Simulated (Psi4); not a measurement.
# C2H2F4 (norflurane) at TPSS/cc-pVDZ

Aim: the vertical ionisation energy of C2H2F4 (norflurane) at TPSS/cc-pVDZ, from 2 runs. 

The calculation is run with Psi4 1.11.

**1. The molecule**

C2H2F4: 8 atoms, total charge 0, spin state singlet. SMILES: `FCC(F)(F)F`. The shape is that of a PBE0-D4/def2-TZVP optimisation.

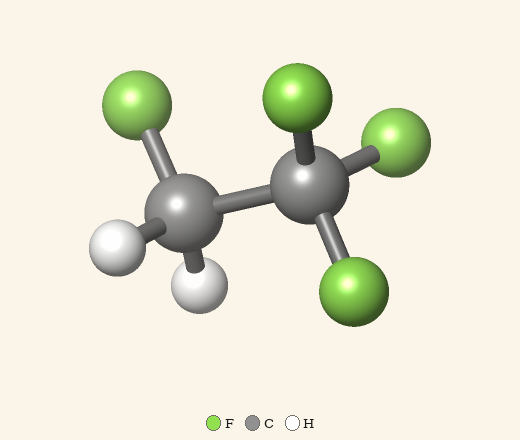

The structure, seen from a chosen angle (fluorine green, carbon grey, hydrogen white).

**2. Energy and gradient at TPSS/cc-pVDZ**

calc.dat

```
memory 1600 mb

molecule m {
  0 1
  F
  C 1 1.364178
  C 2 1.514264 1 109.80418
  F 3 1.33237 2 111.87985 1 60.62484
  F 3 1.339019 4 108.10307 2 -119.86914
  F 3 1.332309 4 107.85441 5 -116.66945
  H 2 1.092479 1 109.73899 3 119.32752
  H 2 1.092493 7 110.29873 1 -121.01402
  symmetry c1
}

set globals {
  reference rks
  puream true
  e_convergence 1e-09
  d_convergence 1e-08
  scf_type pk
  dft_radial_points 99
  dft_spherical_points 590
}

energy_value, wavefunction = gradient("tpss/cc-pVDZ", return_wfn=True)
oeprop(wavefunction, "DIPOLE", "QUADRUPOLE", "WIBERG_LOWDIN_INDICES")
```

On the command line:

```sh
$ psi4 calc.dat calc.out -n 1
```

calc.out, cut to the lines that bear on the results:

```text
[...]
  Running in c1 symmetry.
[...]
  Nuclear repulsion =  273.039974857593165
[...]
  Multiplicity = 1
[...]
  Nalpha       = 25
  Nbeta        = 25
[...]
   @RKS iter   2:  -476.68776335226829    3.74434e-02   6.75326e-03 ADIIS/DIIS
[...]
   @RKS iter  12:  -476.84731813132623   -3.41061e-13   1.16298e-09 DIIS
[...]
 Multipole Moments:
 ------------------------------------------------------------------------------------
     Multipole            Electronic (a.u.)      Nuclear  (a.u.)        Total (a.u.)
 ------------------------------------------------------------------------------------
 L = 1.  Multiply by 2.5417464519 to convert [e a0] to [Debye]
 Dipole X            :          0.0000552           -0.0001862           -0.0001310
 Dipole Y            :         -3.3523400            3.9466939            0.5943539
 Dipole Z            :         -0.0807538            0.4029255            0.3221717
 Magnitude           :                                                    0.6760556
 L = 2.  Multiply by 1.3450342976 to convert [e a0^2] to [Debye ang]
 Quadrupole XX       :       -103.3292671           80.2847273          -23.0445398
 Quadrupole XY       :          0.0026626           -0.0022884            0.0003743
[...]
```

Wall time 53 s (1 thread of Intel Xeon Platinum 8488C (Sapphire Rapids), shared host); peak memory 0.88 GiB.

**3. The doublet cation: a single-point energy at UTPSS/cc-pVDZ**

job.py

```python
import psi4

psi4.set_memory('1600 MB')
psi4.set_num_threads(1)
psi4.set_output_file('run.log', False)

molecule = psi4.geometry("""
1 2
F     -0.224600    -1.506500     0.915200
C     -0.211200    -0.737800    -0.211700
C      0.211200     0.674300     0.135500
F      1.434400     0.711300     0.662400
F      0.217100     1.411800    -0.982100
F     -0.624600     1.243600     1.002900
H      0.502000    -1.148600    -0.930100
H     -1.212300    -0.705100    -0.647900
symmetry c1
""")

options = {'basis': 'cc-pVDZ', 'reference': 'uks', 'puream': True, 'e_convergence': 1e-09, 'd_convergence': 1e-08, 'scf_type': 'pk', 'dft_radial_points': 99, 'dft_spherical_points': 590, 'maxiter': 200}
psi4.set_options(options)

e_tot, wfn = psi4.energy('tpss', return_wfn=True)
psi4.oeprop(wfn, 'WIBERG_LOWDIN_INDICES', 'MULLIKEN_CHARGES', 'MAYER_INDICES')
print(f'tpss energy: {e_tot:.10f} Eh')
```

On the command line:

```sh
$ python job.py
```

run.log, cut to the lines that bear on the results:

```text
[...]
  Running in c1 symmetry.
[...]
  Nuclear repulsion =  273.039960987056929
[...]
   @UKS iter   1:  -476.31918061500801    3.00403e-01   4.87195e-03 DIIS/ADIIS
[...]
   @UKS iter  16:  -476.40366364648310   -3.97904e-13   2.14495e-09 DIIS
[...]
   @S^2 Expected:                7.500000000E-01
[...]
```

Standard output:

```text
tpss energy: -476.4036636465 Eh
```

Wall time 78 s (1 thread of Intel Xeon Platinum 8488C (Sapphire Rapids), shared host); peak memory 0.89 GiB.

**4. What came out**

Level: TPSS/cc-pVDZ.

```
                                          quantity          value
                      singlet C2H2F4: total energy  -476.84732 Eh
                     singlet C2H2F4: dipole moment         1.72 D
                       singlet C2H2F4: HOMO energy       -8.27 eV
                       singlet C2H2F4: LUMO energy        1.17 eV
                     singlet C2H2F4: HOMO–LUMO gap        9.44 eV
          singlet C2H2F4: largest force on an atom     1.186 eV/Å
                      doublet cation: total energy  -476.40366 Eh
doublet cation: HOMO energy (highest over α and β)      -16.39 eV
 doublet cation: LUMO energy (lowest over α and β)      -15.82 eV
                              doublet cation: ⟨S²⟩          0.751
vertical ionisation energy (to the doublet cation)      12.072 eV
```

In words: Removing an electron at fixed nuclei costs 12.07 eV (1165 kJ/mol). The largest force (singlet C2H2F4) is 1.19 eV/Å: the shape isn't a stationary point for this species at this level. −ε(HOMO) before ionisation, 8.27 eV, is 3.80 eV below this ionisation energy. Mulliken charges (doublet cation) run from -0.01 on F5 to +0.42 on C3; they depend strongly on the basis.
